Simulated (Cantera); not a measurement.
Feed: 1 mol V2O3, 1000 mol H2, 5.7 mol H2O, held at 56.3 Torr.

Equilibrium computed with Cantera from the NASA thermochemical tables; the gas is ideal and each condensed phase is pure. Candidate condensed phases: H2O, V, VO, V2O3, V2O4, V2O5; 12 gas species. VO: taken at fixed stoichiometry. Condensed phases not in the tables: the oxides between V2O3 and V2O5 other than VO2. Equilibrium is a limit: real reactors are often held back by kinetics, nucleation or transport.

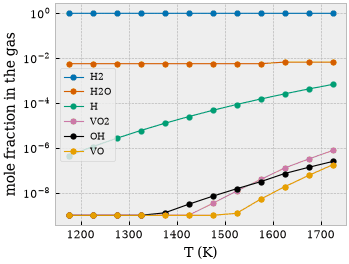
Figure. Equilibrium gas composition (values under 1e-9 drawn at 1e-9)

Read off the mole fractions at 1575 K.

H2 about 0.99, H2O about 0.0057, H about 0.00015, VO2 about 3.9e-8, OH about 3.1e-8.
